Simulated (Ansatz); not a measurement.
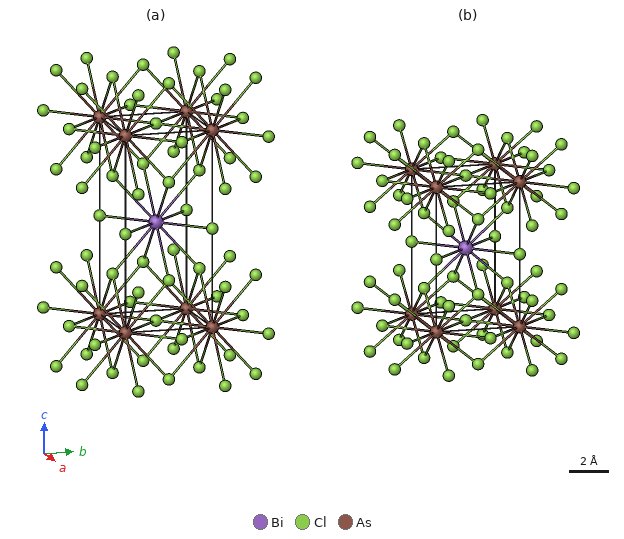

The structure of crystalline BiAsCl₆ (built on the TaNbAl6-123 type type) before (left) and after (right) a relaxation, at one scale.

Style: ball-and-stick. Shown: the cell of the calculation, slightly off an axis.

Method: DFT, PBEsol, plane waves, PAW in Ansatz. Set-up: plane-wave cutoff 420 eV; k-point mesh 4 × 4 × 2; occupations fermi dirac; smearing width 0.03 eV; no spin polarisation; cell and atoms relaxed; force threshold 0.01 eV/Å; at most 120 steps.

> Summarise the run.

After 8 accepted moves (9 points after the start) the energy has fallen by 515 meV per atom. The largest force component goes from 0.28 to 0.00066 eV/Å. Pressure: −9.56 GPa at the start and −0.01 GPa at the end. The SCF was repeated once at an unchanged geometry on a basis and grid sized afresh for the cell, which shifted the energy by 0.4 meV per atom at most. The largest moves relative to the cell, 0.080 Å, are those of Cl atoms. Bi and As stay in place. Cell: a = b 4.692 → 4.502 Å (−4.0 %), c 10.447 → 7.675 Å (−26.5 %). Volume −32.4 %. Among the contacts that change: As–Cl 3.519 → 2.912 Å, Bi–Cl 3.502 → 3.005 Å, As–Cl 3.318 → 3.184 Å, Bi–Cl 3.318 → 3.184 Å. The space group stays P4/mmm (No. 123).

Limits of the set-up: layers or molecules are held without a dispersion correction, so their spacing is unreliable.
